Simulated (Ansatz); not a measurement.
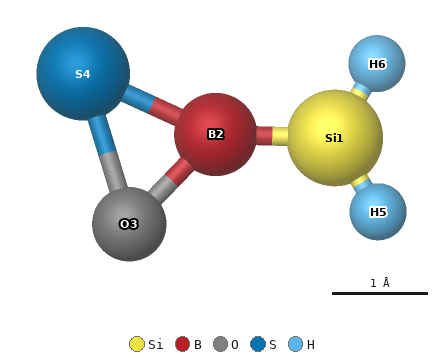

Fig. 1: The starting structure (ball-and-stick view, seen on its broad side; atoms are numbered from 1 in the order of the input). Bond lengths as drawn: B–O 1.32 Å, B–S 1.54 Å, B–Si 1.25 Å, H–Si 0.90 to 0.91 Å and O–S 1.66 Å.

BSiH2SO (charge −1): geometry relaxation

System: BSiH2SO, charge −1, SMILES [SiH2-]B1OS1.
Method: RKS PBE0-D4/def2-TZVPD (Ansatz 0.2.0).

Figures and captions count atoms from 1; the log counts them from 0 in places.

## The program's output
```
Functional definition: PBE0
  name "PBE0"
  cite "Adamo & Barone, J. Chem. Phys. 110, 6158 (1999) doi:10.1063/1.478522"
  cite "Perdew, Burke & Ernzerhof, Phys. Rev. Lett. 77, 3865 (1996) doi:10.1103/PhysRevLett.77.3865"
  parent pbe
  parameter a = 0.25
  parameter kappa = 0.804
  parameter beta = 0.06672455060314922
  exchange = (1 - a)*pbe_x(kappa = kappa, mu = beta*pi^2/3) + a*exact_x
  correlation = pbe_c(beta = beta)
1062 factors; their error is unknown
mean field evaluation 1: about -21422.5079 eV, gradient 6.0e1 eV
mean field evaluation 2: about -21348.1121 eV, gradient 1.4e2 eV
mean field evaluation 4: about -21430.9571 eV, gradient 1.3e1 eV
mean field evaluation 8: about -21431.2788 eV, gradient 9.5e-2 eV
mean field evaluation 16: about -21431.3208 eV, gradient 1.9e-5 eV
mean field -21431.32083774 eV, -787.5865141158 hartree, gradient 1.9e-5 eV, S^2 0.000000; 0 other end points of the search recorded, 0 dependent functions left out
the calculation of the forces begins
reference -21431.32087552 eV, -787.5865155043 hartree; 23, 23 occupied and 161, 161 virtual orbitals, 1062 factors
relax step   1: F+E_penalty+E_count = -21431.47418010 eV  Δ(F+E_penalty+E_count) = +0.000e0 eV  max|allowed force component| = 3.905e1 eV/Å  Δτ_max = 0.0000 Å  (31 SCF iters, accepted)
these checks for a lower state are left out or cut short: starts, cluster_reference, orbital_swaps, neighbouring_geometries, increment
1062 factors; their error is unknown
mean field -21447.81087206 eV, -788.1925116998 hartree, gradient 2.4e-5 eV, S^2 0.000000; 0 other end points of the search recorded, 0 dependent functions left out
[... from here on the field's lines of each further geometry are left out, up to the last ...]
relax step   2: F+E_penalty+E_count = -21447.96926461 eV  Δ(F+E_penalty+E_count) = -1.650e1 eV  max|allowed force component| = 1.674e1 eV/Å  Δτ_max = 0.1982 Å  (39 SCF iters, accepted)
relax step   3: F+E_penalty+E_count = -21456.30873965 eV  Δ(F+E_penalty+E_count) = -8.339e0 eV  max|allowed force component| = 7.348e0 eV/Å  Δτ_max = 0.1963 Å  (37 SCF iters, accepted)
relax step   4: F+E_penalty+E_count = -21459.65293815 eV  Δ(F+E_penalty+E_count) = -3.344e0 eV  max|allowed force component| = 2.313e0 eV/Å  Δτ_max = 0.1943 Å  (40 SCF iters, accepted)
relax step   5: F+E_penalty+E_count = -21460.54683338 eV  Δ(F+E_penalty+E_count) = -8.939e-1 eV  max|allowed force component| = 7.753e-1 eV/Å  Δτ_max = 0.1999 Å  (37 SCF iters, accepted)
relax step   6: F+E_penalty+E_count = -21460.76992632 eV  Δ(F+E_penalty+E_count) = -2.231e-1 eV  max|allowed force component| = 6.995e-1 eV/Å  Δτ_max = 0.1999 Å  (39 SCF iters, accepted)
relax step   7: F+E_penalty+E_count = -21460.91319202 eV  Δ(F+E_penalty+E_count) = -1.433e-1 eV  max|allowed force component| = 5.832e-1 eV/Å  Δτ_max = 0.1999 Å  (39 SCF iters, accepted)
relax step   8: F+E_penalty+E_count = -21460.92263778 eV  Δ(F+E_penalty+E_count) = -9.446e-3 eV  max|allowed force component| = 1.031e0 eV/Å  Δτ_max = 0.1330 Å  (39 SCF iters, accepted)
relax step   9: F+E_penalty+E_count = -21460.97338156 eV  Δ(F+E_penalty+E_count) = -5.074e-2 eV  max|allowed force component| = 8.045e-1 eV/Å  Δτ_max = 0.1199 Å  (34 SCF iters, accepted)
relax step  10: F+E_penalty+E_count = -21461.00569102 eV  Δ(F+E_penalty+E_count) = -3.231e-2 eV  max|allowed force component| = 1.996e-1 eV/Å  Δτ_max = 0.1063 Å  (34 SCF iters, accepted)
relax step  11: F+E_penalty+E_count = -21461.01057670 eV  Δ(F+E_penalty+E_count) = -4.886e-3 eV  max|allowed force component| = 7.672e-2 eV/Å  Δτ_max = 0.0243 Å  (34 SCF iters, accepted)
relax step  12: F+E_penalty+E_count = -21461.00910398 eV  Δ(F+E_penalty+E_count) = +1.473e-3 eV  max|allowed force component| = 8.182e-2 eV/Å  Δτ_max = 0.0654 Å  (34 SCF iters, rejected (line search))
relax step  13: F+E_penalty+E_count = -21461.01112441 eV  Δ(F+E_penalty+E_count) = -5.477e-4 eV  max|allowed force component| = 1.925e-2 eV/Å  Δτ_max = 0.0148 Å  (33 SCF iters, accepted)
relax step  14: F+E_penalty+E_count = -21461.01110469 eV  Δ(F+E_penalty+E_count) = +1.972e-5 eV  max|allowed force component| = 3.704e-2 eV/Å  Δτ_max = 0.0266 Å  (34 SCF iters, rejected (line search))
relax step  15: F+E_penalty+E_count = -21461.01139052 eV  Δ(F+E_penalty+E_count) = -2.661e-4 eV  max|allowed force component| = 1.208e-2 eV/Å  Δτ_max = 0.0102 Å  (35 SCF iters, accepted)
relax step  16: F+E_penalty+E_count = -21461.01140679 eV  Δ(F+E_penalty+E_count) = -1.627e-5 eV  max|allowed force component| = 5.829e-3 eV/Å  Δτ_max = 0.0023 Å  (27 SCF iters, accepted)
the calculation of the forces begins
reference -21460.86464743 eV, -788.6722290966 hartree; 23, 23 occupied and 161, 161 virtual orbitals, 1062 factors
relax step  17: F+E_penalty+E_count = -21461.01141048 eV  Δ(F+E_penalty+E_count) = -3.684e-6 eV  max|allowed force component| = 2.727e-3 eV/Å  Δτ_max = 0.0011 Å  (27 SCF iters, accepted)
```

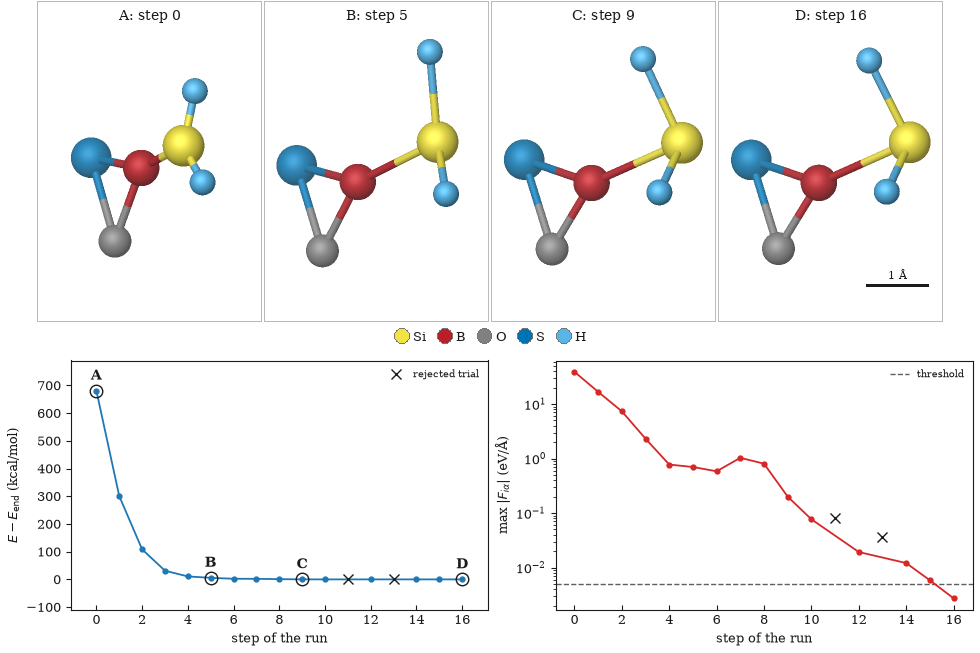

Fig. 2: Frames of the relaxation (ball-and-stick view, seen at a tilt) above the curves, on which the letters mark them (the first geometry is step 0 here and step 1 in the log).

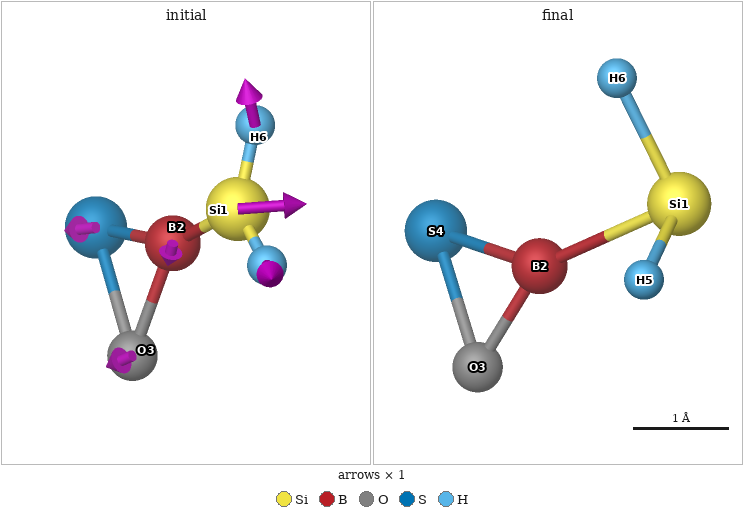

Fig. 3: Before (left) and after (right) the relaxation, at one scale (ball-and-stick view, seen at a tilt). The pink arrows give the displacements, at true length. Over 16 geometry steps the energy falls by 681.1 kcal/mol. The largest force component goes from 39 to 0.0027 eV/Å. The line search rejected the trial steps at points 11, 13 (counted from 0) and went back. The largest move after the best rigid fit is that of Si1, 0.73 Å. Largest moves by element: Si 0.73 Å, H 0.64 Å, S 0.51 Å, O 0.42 Å, B 0.31 Å. Among the contacts that change: Si1–B2 1.255 → 1.979 Å, Si1–H5 0.903 → 1.527 Å, Si1–H6 0.906 → 1.523 Å, B2–S4 1.535 → 1.876 Å. Among the angles that change: B2–Si1–H5 121.7° → 97.0°, H5–Si1–H6 120.4° → 98.6°, B2–Si1–H6 117.9° → 96.4°. (Atoms are counted from 1 in the order of the input.)

```
1062 factors; their error is unknown
mean field -21460.86460309 eV, -788.6722274670 hartree, gradient 1.3e-5 eV, S^2 0.000000; 1 other end points of the search recorded, 0 dependent functions left out
the calculation of the forces begins
reference -21460.86464743 eV, -788.6722290966 hartree; 23, 23 occupied and 161, 161 virtual orbitals, 1062 factors
Total energy: -21461.01145482 eV, -788.6776241685 hartree
Atom 0 at    -1.107038     0.738465    -0.435822 Å, force     0.002727    -0.000984     0.001255 eV/Å
Atom 1 at     0.299781    -0.585487    -0.005448 Å, force    -0.002385     0.002132    -0.000044 eV/Å
Atom 2 at     1.296848    -1.354275    -0.465907 Å, force     0.000147    -0.000244     0.000014 eV/Å
Atom 3 at     0.837977    -1.947386     1.167292 Å, force    -0.000107     0.000526    -0.000629 eV/Å
Atom 4 at    -0.212187     1.724495    -1.183785 Å, force    -0.000380    -0.000757     0.000362 eV/Å
Atom 5 at    -1.115371     1.424178     0.923670 Å, force    -0.000002    -0.000673    -0.000957 eV/Å
Dipole moment:     0.469094    -0.489279     0.252785 e Å
```

## Trajectory as extended XYZ (Å, eV, eV/Å), 17 frames, from step=1 to step=17
```
6
Properties=species:S:1:pos:R:3:forces:R:3 step=1 energy=-21431.47418
Si   -0.4402    0.7329   -0.1137   -2.9029   5.2098  -1.2346
B     0.1646   -0.3397    0.1264   19.2279 -32.4813   5.5495
O     1.0253   -1.0497   -0.5783    3.4641  -3.1946  -2.4037
S     0.5782   -1.5765    0.9362    3.1559  -9.4349   6.1747
H    -0.3285    1.1771   -0.8923    5.1628  22.9205 -39.0510
H    -0.9994    1.0558    0.5216  -28.1077  16.9805  30.9651
6
Properties=species:S:1:pos:R:3:forces:R:3 step=2 energy=-21447.96926
Si   -0.4583    0.7648   -0.1205   -5.1393   8.7460  -1.5698
B     0.2124   -0.4215    0.1415    8.9610 -14.6321   1.9365
O     1.0669   -1.1116   -0.5768    3.3106  -3.2651  -2.0252
S     0.6260   -1.6706    0.9670    2.9172  -8.3067   5.1764
H    -0.3219    1.2930   -1.0530    2.1390   9.9344 -16.7406
H    -1.1251    1.1460    0.6418  -12.1885   7.5235  13.2227
6
Properties=species:S:1:pos:R:3:forces:R:3 step=3 energy=-21456.30874
Si   -0.5003    0.8364   -0.1336   -2.2163   3.4286  -0.2391
B     0.2604   -0.5011    0.1535    2.7992  -3.9082  -0.2449
O     1.1306   -1.2037   -0.5783    1.8997  -2.3522  -0.5487
S     0.6948   -1.8079    1.0139    1.9922  -4.9895   2.6589
H    -0.3321    1.4217   -1.1988    0.9108   4.4019  -7.3479
H    -1.2534    1.2546    0.7433   -5.3857   3.4194   5.7216
6
Properties=species:S:1:pos:R:3:forces:R:3 step=4 energy=-21459.65294
Si   -0.5489    0.9156   -0.1441   -0.7884   0.9956   0.1994
B     0.3001   -0.5568    0.1502    0.9937  -0.8402  -0.7868
O     1.1943   -1.3023   -0.5715    0.4610  -1.2097   0.6857
S     0.7663   -1.9462    1.0571    1.0006  -1.8747   0.5260
H    -0.3323    1.5357   -1.3444    0.1457   1.5924  -2.3126
H    -1.3795    1.3540    0.8526   -1.8126   1.3366   1.6884
6
Properties=species:S:1:pos:R:3:forces:R:3 step=5 energy=-21460.54683
Si   -0.6887    0.8764   -0.1833   -0.7753   0.3609  -0.4243
B     0.3297   -0.6221    0.0703    0.7056  -0.3900   0.2016
O     1.2737   -1.4364   -0.5104    0.0198  -0.0890  -0.1415
S     0.8670   -2.0478    1.0867   -0.0075  -0.3070   0.2594
H    -0.3338    1.6956   -1.3690   -0.0316   0.2906   0.0411
H    -1.4479    1.5342    0.9056    0.0891   0.1344   0.0637
6
Properties=species:S:1:pos:R:3:forces:R:3 step=6 energy=-21460.76993
Si   -0.8404    0.8035   -0.2912   -0.6929   0.1169  -0.3675
B     0.3831   -0.6108    0.0659    0.6995  -0.3067   0.1299
O     1.3116   -1.4775   -0.4681   -0.2365   0.4491  -0.3035
S     0.8605   -2.0834    1.1104   -0.2463   0.0363   0.3147
H    -0.3592    1.8041   -1.3309    0.1117  -0.1559   0.3463
H    -1.3556    1.5640    0.9139    0.3645  -0.1398  -0.1199
6
Properties=species:S:1:pos:R:3:forces:R:3 step=7 energy=-21460.91319
Si   -0.9987    0.7284   -0.3876    0.0407   0.3122   0.2405
B     0.4451   -0.5325    0.0970   -0.0752  -0.5243  -0.5114
O     1.2962   -1.4425   -0.4693   -0.0925   0.5832  -0.0050
S     0.8062   -2.0542    1.1114   -0.0239  -0.0079   0.3671
H    -0.3176    1.7881   -1.2776   -0.0239  -0.1948   0.2759
H    -1.2312    1.5127    0.9261    0.1747  -0.1684  -0.3672
6
Properties=species:S:1:pos:R:3:forces:R:3 step=8 energy=-21460.92264
Si   -1.0894    0.6798   -0.4125   -0.0609   0.9755   0.1855
B     0.3320   -0.5807    0.0547    1.0309  -0.8807  -0.2826
O     1.3596   -1.3665   -0.4308   -0.6901   0.7768   0.0103
S     0.8163   -2.0490    1.1019   -0.1431   0.0120   0.3133
H    -0.3009    1.7635   -1.1835   -0.0261  -0.3920  -0.0873
H    -1.1175    1.5530    0.8701   -0.1108  -0.4916  -0.1392
6
Properties=species:S:1:pos:R:3:forces:R:3 step=9 energy=-21460.97338
Si   -1.0973    0.7426   -0.4123    0.1183   0.1964   0.1793
B     0.3071   -0.5724    0.0437    0.7566  -0.6253  -0.4049
O     1.3431   -1.3333   -0.4506   -0.8045   0.5478   0.4091
S     0.8154   -2.0130    1.1200   -0.0003   0.1183  -0.0531
H    -0.2299    1.7047   -1.2561   -0.1359  -0.1117   0.2714
H    -1.1384    1.4714    0.9554    0.0660  -0.1257  -0.4019
6
Properties=species:S:1:pos:R:3:forces:R:3 step=10 energy=-21461.00569
Si   -1.0932    0.7467   -0.4374    0.0119   0.0041   0.0641
B     0.3033   -0.5849   -0.0047    0.0283   0.0277  -0.1254
O     1.2852   -1.3801   -0.4734   -0.0516   0.1290  -0.0761
S     0.8448   -1.9234    1.1691    0.0048  -0.1454   0.1996
H    -0.2022    1.7338   -1.1970   -0.0454  -0.0165   0.1012
H    -1.1379    1.4079    0.9434    0.0521   0.0011  -0.1634
6
Properties=species:S:1:pos:R:3:forces:R:3 step=11 energy=-21461.01058
Si   -1.1025    0.7381   -0.4409    0.0053   0.0415   0.0533
B     0.3010   -0.5874   -0.0073   -0.0031   0.0412  -0.0634
O     1.2898   -1.3687   -0.4709   -0.0077   0.0341  -0.0170
S     0.8417   -1.9314    1.1720    0.0135  -0.0742   0.0767
H    -0.2092    1.7340   -1.1808   -0.0115  -0.0225   0.0149
H    -1.1208    1.4154    0.9278    0.0035  -0.0201  -0.0645
6
Properties=species:S:1:pos:R:3:forces:R:3 step=12 energy=-21461.00910 accepted=F
Si   -1.1099    0.7347   -0.4219    0.0022  -0.0236  -0.0818
B     0.3082   -0.5802   -0.0062   -0.0513   0.0227   0.0592
O     1.3302   -1.3276   -0.4399    0.0343  -0.0242  -0.0804
S     0.8007   -1.9762    1.1488    0.0096  -0.0048   0.0439
H    -0.2425    1.7159   -1.2072    0.0087   0.0139   0.0100
H    -1.0868    1.4334    0.9265   -0.0036   0.0159   0.0490
6
Properties=species:S:1:pos:R:3:forces:R:3 step=13 energy=-21461.01112
Si   -1.1081    0.7387   -0.4355    0.0169  -0.0006   0.0053
B     0.3008   -0.5852   -0.0091   -0.0158  -0.0028   0.0119
O     1.2931   -1.3601   -0.4712   -0.0141   0.0187   0.0037
S     0.8422   -1.9399    1.1689    0.0088  -0.0154   0.0068
H    -0.2045    1.7202   -1.1778   -0.0086   0.0174  -0.0084
H    -1.1236    1.4262    0.9248    0.0127  -0.0174  -0.0192
6
Properties=species:S:1:pos:R:3:forces:R:3 step=14 energy=-21461.01111 accepted=F
Si   -1.1079    0.7372   -0.4327    0.0061  -0.0049   0.0270
B     0.3014   -0.5832    0.0032   -0.0031  -0.0042  -0.0370
O     1.3048   -1.3436   -0.4598   -0.0052   0.0093  -0.0072
S     0.8310   -1.9615    1.1581    0.0008  -0.0026   0.0267
H    -0.2191    1.7194   -1.1919    0.0088   0.0054   0.0016
H    -1.1102    1.4318    0.9232   -0.0073  -0.0029  -0.0110
6
Properties=species:S:1:pos:R:3:forces:R:3 step=15 energy=-21461.01139
Si   -1.1081    0.7393   -0.4371    0.0053  -0.0121   0.0093
B     0.2988   -0.5851   -0.0062   -0.0081   0.0010  -0.0016
O     1.2957   -1.3540   -0.4664    0.0025  -0.0024   0.0029
S     0.8386   -1.9454    1.1683   -0.0004   0.0032  -0.0054
H    -0.2105    1.7237   -1.1829    0.0019   0.0062  -0.0017
H    -1.1145    1.4216    0.9243   -0.0013   0.0040  -0.0035
6
Properties=species:S:1:pos:R:3:forces:R:3 step=16 energy=-21461.01141
Si   -1.1077    0.7386   -0.4361    0.0034  -0.0029   0.0027
B     0.2989   -0.5859   -0.0059   -0.0014   0.0058   0.0009
O     1.2971   -1.3536   -0.4656   -0.0005  -0.0001  -0.0030
S     0.8381   -1.9469    1.1673   -0.0010  -0.0015   0.0019
H    -0.2117    1.7240   -1.1835   -0.0001   0.0000  -0.0003
H    -1.1147    1.4238    0.9238   -0.0004  -0.0014  -0.0022
6
Properties=species:S:1:pos:R:3:forces:R:3 step=17 energy=-21461.01141
Si   -1.1070    0.7385   -0.4358    0.0027  -0.0010   0.0013
B     0.2998   -0.5855   -0.0054   -0.0024   0.0021   0.0000
O     1.2968   -1.3543   -0.4659    0.0001  -0.0002   0.0000
S     0.8380   -1.9474    1.1673   -0.0001   0.0005  -0.0006
H    -0.2122    1.7245   -1.1838   -0.0004  -0.0008   0.0004
H    -1.1154    1.4242    0.9237    0.0000  -0.0007  -0.0010
```

This output came from the following input.

## The input
```yaml
crystal:
  periodic: [false, false, false]
  atoms:
    - {symbol: Si, position_ang: [-0.440170, 0.732950, -0.113700]}
    - {symbol: B, position_ang: [0.164590, -0.339720, 0.126400]}
    - {symbol: O, position_ang: [1.025350, -1.049670, -0.578260]}
    - {symbol: S, position_ang: [0.578180, -1.576520, 0.936180]}
    - {symbol: H, position_ang: [-0.328500, 1.177140, -0.892270]}
    - {symbol: H, position_ang: [-0.999440, 1.055810, 0.521650]}
basis:
  gaussian: {orbitals: def2-TZVPD}
total_charge: -1
hamiltonian: {xc: pbe0, dispersion: d4}
relax: {f_tol: 0.005, max_steps: 200}
```

Run as:
```bash
ansatz run in.yaml --threads 2 --pin off --events-out ev --progress --plain --max-ram 4352MiB
```

## Key numbers

- outcome: converged
- total energy: −21461.0115 eV
- mean-field energy: −21460.8646 eV
- dispersion energy: −0.1468 eV
- SCF solution under orbital rotations: stable
- largest force (length of the vector) at the end: 0.003 eV/Å
- hardware: 2 threads of Arm Neoverse V1, 23 GiB of memory available, shared host
- wall time: 94 s (CPU time 3 min)
- peak memory: 0.43 GiB
